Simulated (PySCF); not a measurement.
H3O3Si, SMILES O[Si](O)O, doublet at its PBE0/def2-SVP optimised geometry (Å):

```
7

O     -0.7873     0.7068     0.0000
Si    -0.3515    -0.8967     0.0000
O     -1.0142    -1.5706     1.3732
O      1.3069    -0.8967     0.0000
H     -1.7007     0.8967     0.2362
H     -1.0067    -2.5321     1.4143
H      1.7007    -0.0164     0.0257
```

Calculation: unrestricted PBE0/def2-TZVP run with PySCF. Cells within 0.4 Å of a nucleus heavier than hydrogen are left out (blank, or x).

Map of the HOMO amplitude (α) (bohr^(-3/2)) on the plane z = 0.0 Å; orbital energy -6.06 eV, overall sign arbitrary:

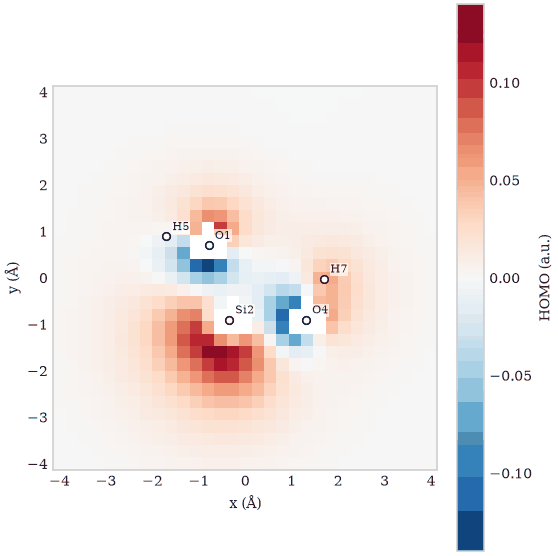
Figure: HOMO amplitude (α) (bohr^(-3/2)) on the plane z = 0.0 Å.
